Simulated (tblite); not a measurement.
# Molecular dynamics of C₂H₉NSi₂ (part 1 of 2)

- system: C₂H₉NSi₂, SMILES C=C[SiH2][SiH2]N
- method: GFN2-xTB Langevin dynamics, gas phase (tblite 0.8.0)

It belongs to a series of runs on one base structure; here: constitutional isomer.

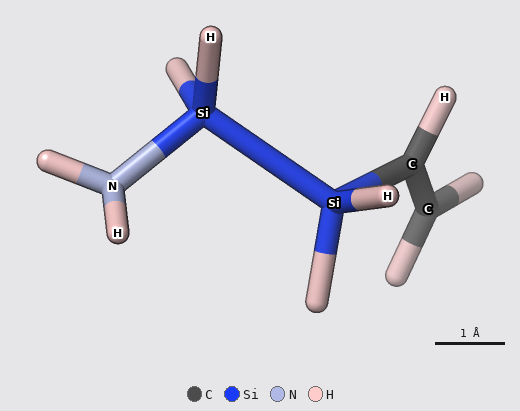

**Figure 1.** The structure as given in the input (stick view, seen at an oblique angle). Bond lengths as drawn: C–C 1.32 Å, C–H 1.08 Å, C–Si 1.88 Å, H–N 1.01 Å, H–Si 1.47 to 1.48 Å, N–Si 1.73 Å and Si–Si 2.31 Å.

**Input**
```
{"job": {"kind": "md", "xc": "GFN2-xTB", "basis": "xTB", "temperature": 300, "steps": 2000, "every": 50}, "charge": 0, "multiplicity": 1}
C     -2.727741     0.152833    -0.358533
C     -1.897272    -0.389681     0.517066
Si    -0.314150     0.407752     1.147751
Si     1.524317    -0.689730     0.285962
N      2.680920     0.528207    -0.113224
H     -3.617499    -0.347011    -0.712740
H     -2.553878     1.137257    -0.762796
H     -2.125554    -1.383382     0.887139
H     -0.371648     0.327897     2.619712
H     -0.380933     1.842223     0.829830
H      2.049097    -1.711651     1.218049
H      1.319841    -1.389848    -0.987920
H      2.884881     1.253965     0.554347
H      3.528942     0.260697    -0.586760
```

The first line tells a small driver script what to run in tblite; the rest is the geometry in Å.

Hardware: 1 CPU thread, shared host.

Launched with:
```bash
OMP_NUM_THREADS=1 python <driver script> task.json out
```

**Output**
```
t/fs     T/K      E/eV
    0.0   232.4   -413.77176
   25.0   150.6   -413.39950
   50.0   153.7   -413.36039
   75.0   285.7   -413.45400
  100.0   228.2   -413.27795
  125.0   376.8   -413.28868
  150.0   298.9   -413.23211
  175.0   369.3   -413.26054
  200.0   349.9   -413.14322
  225.0   400.3   -413.02255
  250.0   357.2   -412.97835
  275.0   386.7   -413.00605
  300.0   339.0   -412.83985
  325.0   518.3   -413.20864
  350.0   485.5   -413.07878
  375.0   333.9   -412.89425
  400.0   394.4   -413.16942
  425.0   477.9   -413.21618
  450.0   309.5   -413.06470
  475.0   322.5   -413.09084
  500.0   276.3   -413.17851
  525.0   324.6   -413.26614
  550.0   350.0   -413.40997
  575.0   335.3   -413.15578
  600.0   412.6   -413.37888
  625.0   326.6   -413.23261
  650.0   286.2   -413.15595
  675.0   293.1   -413.02855
  700.0   543.4   -413.30547
  725.0   400.9   -412.81963
  750.0   482.8   -412.68401
  775.0   513.5   -412.98250
  800.0   451.4   -412.90676
  825.0   438.2   -412.96720
  850.0   276.5   -412.96661
  875.0   356.7   -413.00364
  900.0   372.6   -413.16198
  925.0   220.1   -413.13334
  950.0   476.1   -413.43112
  975.0   358.9   -413.18782
 1000.0   335.8   -413.08384
```

**Trajectory as extended XYZ (Å, eV, eV/Å), 33 of the 41 frames kept, from step=0 to step=40**
```
14
Properties=species:S:1:pos:R:3:forces:R:3 step=0 time_fs=0.0 energy=-413.77176 temperature=232.4
C    -2.7277    0.1528   -0.3585   -0.0061   0.0042  -0.0016
C    -1.8973   -0.3897    0.5171    0.0046  -0.0061   0.0020
Si   -0.3142    0.4078    1.1478    0.0025   0.0014  -0.0043
Si    1.5243   -0.6897    0.2860   -0.0009   0.0034  -0.0066
N     2.6809    0.5282   -0.1132   -0.0018   0.0053  -0.0029
H    -3.6175   -0.3470   -0.7127   -0.0015  -0.0004  -0.0034
H    -2.5539    1.1373   -0.7628   -0.0012   0.0016   0.0006
H    -2.1256   -1.3834    0.8871    0.0012  -0.0002   0.0053
H    -0.3716    0.3279    2.6197   -0.0022   0.0033   0.0035
H    -0.3809    1.8422    0.8298   -0.0012  -0.0009   0.0008
H     2.0491   -1.7117    1.2180    0.0030  -0.0028   0.0000
H     1.3198   -1.3898   -0.9879    0.0049   0.0017   0.0011
H     2.8849    1.2540    0.5543   -0.0004  -0.0065   0.0006
H     3.5289    0.2607   -0.5868   -0.0010  -0.0040   0.0050
14
Properties=species:S:1:pos:R:3:forces:R:3 step=1 time_fs=25.0 energy=-413.39950 temperature=150.6
C    -2.7708    0.0657   -0.3923   -0.2380   1.3855   0.2458
C    -1.9046   -0.3652    0.4878    0.8694  -1.7538   1.5095
Si   -0.3112    0.4745    1.1383   -0.8076   0.2101   0.9595
Si    1.4934   -0.6572    0.3073    0.7450  -0.6870   0.5031
N     2.7985    0.4026   -0.0989   -0.0257   0.2728   0.2803
H    -3.7384   -0.3309   -0.5993   -0.1618  -0.5881  -0.2519
H    -2.6313    1.0808   -0.7374   -0.0092  -0.0226  -0.4246
H    -2.0589   -1.3828    0.9814    0.0488   1.1674  -0.7309
H    -0.4636    0.3567    2.6995    0.1578   0.0870  -1.1224
H    -0.4474    1.9380    0.8743    0.1047  -0.3668   0.0182
H     1.9267   -1.9508    1.0327   -0.1826   0.8219  -0.0727
H     1.1564   -1.2267   -0.9555   -0.2095  -0.2964  -0.9519
H     3.1112    1.0685    0.5846   -0.1417   0.1927   0.2637
H     3.6261    0.1422   -0.6060   -0.1495  -0.4227  -0.2256
14
Properties=species:S:1:pos:R:3:forces:R:3 step=2 time_fs=50.0 energy=-413.36039 temperature=153.7
C    -2.8053    0.1044   -0.3504    0.2257   0.4760  -0.6607
C    -1.9160   -0.3082    0.5357   -0.7604  -1.0970   0.5349
Si   -0.3743    0.5272    1.1542    1.0163  -0.9736  -0.6672
Si    1.5008   -0.6454    0.2258   -1.4424  -0.0646   0.2606
N     2.9223    0.2599   -0.0615    2.0510  -0.5623  -0.4700
H    -3.5942   -0.5805   -0.6212   -0.2991   0.4068  -0.1989
H    -2.7172    1.0658   -0.9014   -0.1306  -0.9105   0.5151
H    -2.1854   -1.3029    1.0114    0.6189   1.0607  -0.4759
H    -0.4746    0.2557    2.5707    0.1006   0.1049   0.5817
H    -0.3016    1.9301    0.8965   -0.1482   0.7814  -0.0761
H     1.7701   -1.6007    1.2894    0.0957  -0.5411   0.1955
H     1.3077   -1.3697   -1.0491   -0.0160   0.1339   0.2221
H     3.3764    0.6719    0.7349   -0.3076   0.5301   0.3203
H     3.7048   -0.3450   -0.4084   -1.0040   0.6553  -0.0815
14
Properties=species:S:1:pos:R:3:forces:R:3 step=4 time_fs=100.0 energy=-413.27795 temperature=228.2
C    -2.7038    0.1547   -0.3476   -0.6246   1.2243  -0.5232
C    -1.9166   -0.2413    0.6327    0.8712   2.9495  -2.0772
Si   -0.3075    0.5532    1.1341    0.3475   0.6453   0.1026
Si    1.3672   -0.6440    0.1327    1.2044   0.1368  -0.8153
N     2.9916    0.0264    0.1578   -1.2362   0.8586  -0.0009
H    -3.7016   -0.2440   -0.5251    0.4215  -0.2447  -0.1444
H    -2.4859    1.0571   -0.9369   -0.0936  -0.4390   0.3387
H    -2.1618   -1.0986    1.0562   -1.0589  -3.5600   2.2334
H    -0.3668    0.3633    2.5999    0.1092   0.3043  -0.0344
H    -0.2829    2.0145    0.6915   -0.0987  -0.7230   0.3981
H     1.7253   -2.0009    0.4973   -0.1169  -0.3311   0.3095
H     0.8898   -0.8250   -1.2816    0.1926   0.1028   0.1815
H     3.1507    1.0333    0.1043   -0.0775  -0.6494   0.0002
H     3.8411   -0.4679    0.3102    0.1600  -0.2745   0.0313
14
Properties=species:S:1:pos:R:3:forces:R:3 step=5 time_fs=125.0 energy=-413.28868 temperature=376.8
C    -2.6382    0.1223   -0.4077   -0.3369   0.3532  -0.5518
C    -1.9199   -0.2379    0.6552   -0.6595  -0.2336  -0.2023
Si   -0.2911    0.5883    1.1466    0.2734  -0.8608  -0.0577
Si    1.3708   -0.6605    0.0180   -1.4048  -0.1033   0.8326
N     2.8838    0.0223    0.4156    0.5176  -1.1908   0.8560
H    -3.5228   -0.4441   -0.8662    1.3534   0.9215   0.9157
H    -2.3544    1.0851   -0.8895   -0.4362  -0.9973   0.0514
H    -2.2556   -1.1287    1.1923    0.2978   0.1076  -0.0926
H    -0.1895    0.9256    2.5720   -0.0809  -0.4448   0.2177
H    -0.2498    1.9321    0.6820   -0.1521   1.0185  -0.6500
H     1.3861   -2.0562    0.5745    0.0578   0.4066  -0.4538
H     1.2170   -0.5266   -1.4195   -0.1813  -0.3149  -0.3916
H     3.2503    0.7031   -0.2039    0.5738   0.3508  -0.2709
H     3.5277   -0.7463    0.6273    0.1780   0.9872  -0.2028
14
Properties=species:S:1:pos:R:3:forces:R:3 step=6 time_fs=150.0 energy=-413.23211 temperature=298.9
C    -2.5581    0.1116   -0.4022   -0.2841  -0.5898   0.2936
C    -1.9051   -0.1926    0.7103   -1.9443  -1.9648   0.4526
Si   -0.2891    0.6020    1.1174    0.5621   0.4556  -0.4576
Si    1.3448   -0.6536   -0.0856    0.6467   0.2681   0.2101
N     2.8659   -0.0106    0.6175   -1.5829   0.0947  -1.1173
H    -3.4309   -0.3894   -0.7762   -0.3242  -0.2646   0.2660
H    -2.2635    0.8817   -1.0538    0.5992   0.8426  -0.4902
H    -2.3999   -1.0646    1.3255    1.1948   1.5844  -0.9374
H    -0.1973    0.6172    2.5764    0.1557   0.0179   0.1663
H    -0.5524    2.0402    0.6885    0.3740  -0.5876   0.1951
H     1.3711   -2.1305    0.0746   -0.0519   0.1843   0.3394
H     1.2305   -0.7127   -1.6190    0.1848   0.4765   0.7887
H     3.4146    0.5773    0.0049    0.1049  -0.2584   0.2741
H     3.4161   -0.5819    1.2185    0.3653  -0.2588   0.0164
14
Properties=species:S:1:pos:R:3:forces:R:3 step=8 time_fs=200.0 energy=-413.14322 temperature=349.9
C    -2.5036   -0.1633   -0.4982   -1.7361  -1.0829  -0.1987
C    -1.9281   -0.0514    0.6965   -0.8491   0.0794  -1.5403
Si   -0.2603    0.6428    1.0485    0.7151   1.0560  -0.0359
Si    1.3803   -0.5336   -0.0989   -2.4879  -0.2056  -1.9296
N     2.6902   -0.2000    0.8492    2.7310  -1.0551   1.4245
H    -3.4208   -0.7992   -0.7221    0.8437   0.7332   0.9414
H    -2.2925    0.3099   -1.4312    1.0503   0.3715  -0.0448
H    -2.4383   -0.4875    1.5185   -0.2598  -0.5877   0.4888
H    -0.1570    0.3842    2.4785    0.1569   0.0017   0.4142
H    -0.2510    2.1771    1.0020    0.0134  -0.8079  -0.1516
H     1.3128   -2.0251   -0.2097   -0.0890   0.3649   0.2821
H     1.5729   -0.2151   -1.5420   -0.0974   0.1347   0.1088
H     3.2639    0.6171    0.9238   -0.1346   0.2133  -0.1121
H     3.2905   -1.0334    0.8271    0.1434   0.7846   0.3531
14
Properties=species:S:1:pos:R:3:forces:R:3 step=9 time_fs=225.0 energy=-413.02255 temperature=400.3
C    -2.4213   -0.2670   -0.5748    0.7544   1.1329   1.4373
C    -1.9876    0.0286    0.7140    0.6788  -0.2215  -5.2072
Si   -0.2644    0.7339    1.0732   -0.1197  -1.3843   0.2679
Si    1.3248   -0.5080   -0.1305    0.9804  -0.7493   1.6357
N     2.8101   -0.4808    0.9407   -1.5103   1.3997  -0.5186
H    -3.4057   -0.6008   -0.8515   -0.4013  -0.4145   0.8100
H    -1.9594   -0.0535   -1.5555    0.6525   0.1841   1.1270
H    -2.6203   -0.2874    1.4496   -1.3869  -0.4891   1.8286
H    -0.2243    0.7927    2.5617    0.1210   0.0059  -0.3175
H    -0.1693    2.0713    0.5962   -0.0799   1.0532  -0.2383
H     1.0060   -1.9578   -0.2657    0.1777   0.3765   0.0547
H     1.4104   -0.0213   -1.4923    0.2674   0.2187  -0.3778
H     2.7889    0.4486    1.3871    0.0460  -0.6296   0.0388
H     3.7808   -0.5711    0.6809   -0.1799  -0.4827  -0.5407
14
Properties=species:S:1:pos:R:3:forces:R:3 step=10 time_fs=250.0 energy=-412.97835 temperature=357.2
C    -2.3587   -0.2954   -0.6070    0.1023   0.2339   2.5858
C    -1.9599    0.0273    0.6606   -2.1580  -1.2270  -1.1884
Si   -0.2987    0.7349    1.0369   -0.2163   1.9092  -0.0232
Si    1.2812   -0.4670    0.0067    2.3038   0.4659  -0.1491
N     2.8374   -0.5776    0.8335   -0.4351  -0.4557  -0.3613
H    -3.3405   -0.5576   -0.9297   -0.7786  -0.1722   0.5952
H    -1.7329   -0.4171   -1.4359    1.3649   0.4307  -0.6879
H    -2.6993   -0.0783    1.5044    0.5609   0.3345  -1.1009
H     0.0142    1.2729    2.3687   -0.1564  -0.3862   0.2433
H    -0.5695    2.1372    0.3834    0.3991  -0.8128   0.2402
H     1.1725   -1.8330   -0.4646   -0.2598  -0.1889  -0.1783
H     1.6847    0.5098   -1.0502   -0.3132  -0.3897  -0.3416
H     3.1316   -0.0392    1.6103   -0.3642   0.5166   0.8230
H     3.6647   -0.6122    0.2651   -0.0494  -0.2583  -0.4569
14
Properties=species:S:1:pos:R:3:forces:R:3 step=11 time_fs=275.0 energy=-413.00605 temperature=386.7
C    -2.3376   -0.3384   -0.6209    0.0502   0.0480  -1.0029
C    -2.0839    0.0401    0.6193    0.3331   0.4834   0.4331
Si   -0.3655    0.8091    1.0377    0.0928  -2.5774   0.9252
Si    1.4006   -0.4292    0.0347   -3.0684   0.2232  -1.4840
N     2.8461   -0.6482    0.8009    2.8621  -0.1867   2.0419
H    -3.1407   -0.8117   -1.1814   -0.6355  -0.0498   1.2106
H    -1.6223   -0.1338   -1.4060    0.6722   0.1790   0.2436
H    -2.7515   -0.0387    1.5033    0.1454  -0.3053  -1.0159
H    -0.4139    0.6147    2.5454    0.1683   0.3708  -0.5781
H    -0.1646    2.1254    0.6284   -0.0869   1.7223  -0.3211
H     0.7308   -1.6989   -0.3490    0.1166  -0.1941   0.2035
H     1.6812    0.0342   -1.3448    0.2080   0.2355   0.1705
H     2.9843   -0.5335    1.8299   -0.0556  -0.2661  -1.5266
H     3.6865   -0.9861    0.3064   -0.8023   0.3172   0.7002
14
Properties=species:S:1:pos:R:3:forces:R:3 step=12 time_fs=300.0 energy=-412.83985 temperature=339.0
C    -2.2951   -0.3379   -0.6577    0.3435   0.8650  -1.4086
C    -2.0162    0.1483    0.5414    0.9335   0.2651  -1.1953
Si   -0.3261    0.8155    0.9907    0.1545   1.6193  -0.0626
Si    1.3370   -0.4237    0.0111    0.9097  -0.9245   0.8931
N     2.8748   -0.7262    1.0086   -2.8758   2.3230  -1.5062
H    -3.2106   -0.7705   -0.9493   -1.2533  -0.3538   0.2413
H    -1.7471   -0.1495   -1.6215    0.4279  -0.5045   1.5018
H    -2.7471    0.2877    1.2849   -0.8650  -0.6784   0.7179
H    -0.2526    0.7200    2.4386    0.0291  -0.0962   0.4618
H    -0.5206    2.3376    0.8139    0.3472  -0.8478  -0.0542
H     0.5751   -1.7581   -0.0114    0.4824   0.4000  -0.2699
H     1.9443   -0.1861   -1.2925   -0.1310   0.1178  -0.1179
H     2.5430   -1.0896    1.8580    0.1691  -0.7107   1.2551
H     3.3244   -1.3833    0.4523    1.3283  -1.4742  -0.4562
14
Properties=species:S:1:pos:R:3:forces:R:3 step=14 time_fs=350.0 energy=-413.07878 temperature=485.5
C    -2.2503   -0.3415   -0.6902   -1.4151   0.6727   2.5420
C    -1.9120    0.3356    0.4421   -0.9986  -2.1136  -0.6057
Si   -0.2355    0.9614    0.8546    0.6335   0.3820  -0.3853
Si    1.2918   -0.6149    0.1189   -1.5459  -1.0975   0.4515
N     2.6170   -0.8818    1.1800    0.4603   0.4283   0.7529
H    -3.3076   -0.6632   -0.7094    0.7261  -0.1586  -0.3843
H    -1.6344   -0.6471   -1.4952    0.3962   0.4569  -0.4154
H    -2.5861    0.2180    1.3260    0.0613   0.6010  -1.1235
H    -0.3047    1.3390    2.2859    0.1833   0.1051  -0.2197
H    -0.1467    2.1231   -0.0852    0.1679  -0.0100   0.5047
H     0.6885   -1.9597   -0.3503    0.3644   0.7243   0.6130
H     1.8319   -0.1581   -1.0975    0.7025   0.5233  -1.1790
H     2.5669   -0.6485    2.1755   -0.3083  -0.3854  -0.4886
H     3.3832   -0.3280    0.8421    0.5722  -0.1286  -0.0626
14
Properties=species:S:1:pos:R:3:forces:R:3 step=15 time_fs=375.0 energy=-412.89425 temperature=333.9
C    -2.2612   -0.3838   -0.5962    0.2625  -0.6631  -2.4816
C    -2.0218    0.3270    0.4577    0.7399   1.8036   2.2088
Si   -0.2408    1.0459    0.7037    0.3248  -0.4333   0.1966
Si    1.3245   -0.6895    0.1148    0.5009   0.5882   0.1381
N     2.6195   -0.8356    1.2815    1.1481   0.4495  -0.1528
H    -3.1426   -0.8835   -0.9878   -0.1581   0.1623   0.6724
H    -1.4516   -0.4136   -1.3591   -0.4799  -0.2685   0.4860
H    -2.6976    0.5814    1.3121    0.2048  -0.6541  -1.0691
H    -0.1461    1.2840    2.1464   -0.0753  -0.3895   0.5172
H     0.0251    2.4870    0.4741   -0.2289  -0.1340  -0.7377
H     0.7123   -1.9401    0.5574   -0.2814  -0.2028  -0.3779
H     1.9133   -0.7096   -1.3278   -0.3902   0.0197   1.1981
H     2.4065   -1.0185    2.2358   -0.8463  -0.3772   0.4812
H     3.5490   -0.4121    1.4048   -0.7209   0.0993  -1.0794
14
Properties=species:S:1:pos:R:3:forces:R:3 step=16 time_fs=400.0 energy=-413.16942 temperature=394.4
C    -2.2755   -0.3873   -0.5778    0.4435  -0.8528  -0.6734
C    -1.9473    0.4046    0.4119    0.5601   0.1866  -0.5601
Si   -0.2216    1.0446    0.6203    1.0567  -0.4824   0.5620
Si    1.3147   -0.7109    0.2120   -1.4183  -0.2998  -0.6097
N     2.6067   -0.8351    1.3077    0.0108  -1.2436   2.2457
H    -3.2318   -0.8147   -0.7938   -0.4951   0.2038   0.0287
H    -1.4824   -0.7644   -1.2248   -0.2019  -0.0846   0.1717
H    -2.6413    0.9229    0.9929   -1.3795   0.1530   0.9070
H    -0.0816    1.1331    2.1612   -0.1160   0.5129  -0.8393
H    -0.3221    2.2518   -0.2460    0.3906  -0.0106   0.4572
H     0.5657   -2.0010    0.4197    0.2840   0.4264  -0.0993
H     2.0222   -0.8289   -1.0625   -0.0513   0.1606  -0.1334
H     2.4283   -1.1803    2.2784   -0.1101  -0.0711  -1.2721
H     3.0840   -0.0063    1.5128    1.0265   1.4016  -0.1851
14
Properties=species:S:1:pos:R:3:forces:R:3 step=18 time_fs=450.0 energy=-413.06470 temperature=309.5
C    -2.3407   -0.5514   -0.4316   -0.5503   0.3953  -0.2549
C    -1.9641    0.4519    0.3490   -0.5986  -0.1744   0.7975
Si   -0.2166    1.1107    0.5091    0.1577  -0.8310   2.0634
Si    1.3343   -0.7483    0.2176    1.7611   2.2237   0.3175
N     2.6477   -0.7963    1.4483   -1.3969   0.6827  -0.0924
H    -3.3803   -0.8403   -0.4013   -0.0391  -0.3930  -0.1197
H    -1.7547   -1.0115   -1.2275    0.0085   0.2600   0.4722
H    -2.7103    0.8202    1.1208    0.8192  -0.3992  -1.1046
H    -0.4401    1.7478    1.9881    0.5649  -0.5447  -1.1510
H    -0.1414    2.2815   -0.2932    0.2619   0.6954  -0.6581
H     0.6821   -1.9668   -0.0903   -0.4401  -1.0006   0.0338
H     2.1518   -0.3768   -1.0361   -0.4622  -0.3110   0.6167
H     3.1168   -1.6587    1.7057   -0.3161   0.3366  -0.0537
H     2.5086   -0.1756    2.2711    0.2300  -0.9398  -0.8667
14
Properties=species:S:1:pos:R:3:forces:R:3 step=19 time_fs=475.0 energy=-413.09084 temperature=322.5
C    -2.3523   -0.6341   -0.3621    1.6956   0.8230  -0.2735
C    -1.9650    0.4197    0.3816    0.8670  -1.4787  -1.1448
Si   -0.1678    1.0779    0.4812   -0.2085  -0.5260  -1.0098
Si    1.3664   -0.6487    0.1804   -1.6829  -0.7673  -0.4658
N     2.4562   -0.7393    1.4893    1.2583   0.2318  -1.1289
H    -3.3875   -0.9647   -0.4787    0.6461   0.0245   0.0767
H    -1.5100   -1.0943   -0.9667   -1.5589   0.1251   0.6180
H    -2.6795    0.9172    0.9508   -1.1348   0.7861   0.8750
H     0.3171    1.3816    1.7812   -0.1641   0.5853   1.2736
H    -0.2319    2.3799   -0.2205    0.1123  -0.2144  -0.0558
H     0.4962   -1.9059    0.3702    0.3460   0.4149  -0.4120
H     2.2507   -0.8790   -0.9521   -0.0231   0.1324  -0.2494
H     3.2310   -1.3214    1.1740   -0.0617   0.1693   0.9458
H     2.1293   -0.9316    2.3957   -0.0914  -0.3060   0.9510
14
Properties=species:S:1:pos:R:3:forces:R:3 step=20 time_fs=500.0 energy=-413.17851 temperature=276.3
C    -2.2985   -0.6329   -0.3526   -1.2439   0.1302   0.3059
C    -1.8843    0.3836    0.3503    1.0950   0.8317  -0.0935
Si   -0.1172    1.0118    0.5458   -1.0415   1.2430  -0.0027
Si    1.3224   -0.6513    0.1333    1.2859   0.5055   0.1381
N     2.3531   -0.6592    1.5319   -0.3451  -0.2643  -0.2420
H    -3.3480   -0.8867   -0.4298    0.1129  -0.1024  -0.2204
H    -1.5804   -1.2161   -0.8191    0.7618  -1.3016  -0.7814
H    -2.5456    1.0967    0.7411   -1.2496   0.4517   0.6523
H    -0.4356    1.8739    1.7591    0.6661  -0.3458  -0.4536
H     0.0871    1.9375   -0.6132   -0.1384   0.1074   0.3431
H     0.6560   -1.8971    0.0333   -0.3798  -1.1297   0.0270
H     1.9675   -0.4904   -1.2043    0.1065  -0.0477   0.3871
H     3.2589   -0.2236    1.5925   -0.1435  -0.3153   0.0304
H     2.1884   -1.4139    2.1844    0.5136   0.2372  -0.0903
```
